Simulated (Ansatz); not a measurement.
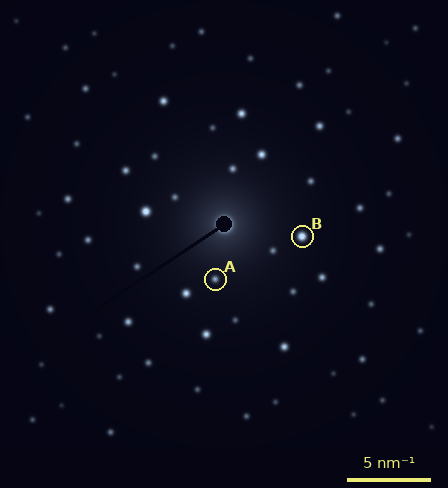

The pattern is a kinematic simulation for 80 kV electrons (no multiple scattering; isotropic B = 0.3 Å²). Two individuals of a reflection twin are superposed (a geometric construction: whether this twin forms is not tested; the second individual is smaller and so fainter). Crystal: MoS, space group Pm-3m (No. 221), a = 2.969 Å, zone axis [110]. Structure: the input geometry of an electronic-structure calculation (not necessarily at equilibrium); the starting structure was generated, so it need not be a known form of this composition.

```
Mo S
1.0
     2.96925    0.00000    0.00000
     0.00000    2.96925    0.00000
     0.00000    0.00000    2.96925
Mo S
1 1
Cartesian
  0.0000 0.0000 0.0000
  1.4846 1.4846 1.4846
```

In the first individual spot A is 0 0 -1 and spot B is -1 1 0.

**Find the twin plane.**

(1-1-1). The spot positions of the combined pattern are mirror-symmetric about the row through 1 -1 -1 (d = 1.714 Å), which both individuals share, while a single individual has only symmetry 2mm without that mirror line. Friedel's law adds the mirror line at right angles, so a twin on (1-12) would give the same picture; the more widely spaced plane was used.

**Which other reflections coincide?**

Off the common row, 1 -1 2, 0 0 3, 2 -2 1 and their kin fall on spots of the second individual; about 31 % of the first individual's visible spots are shared.
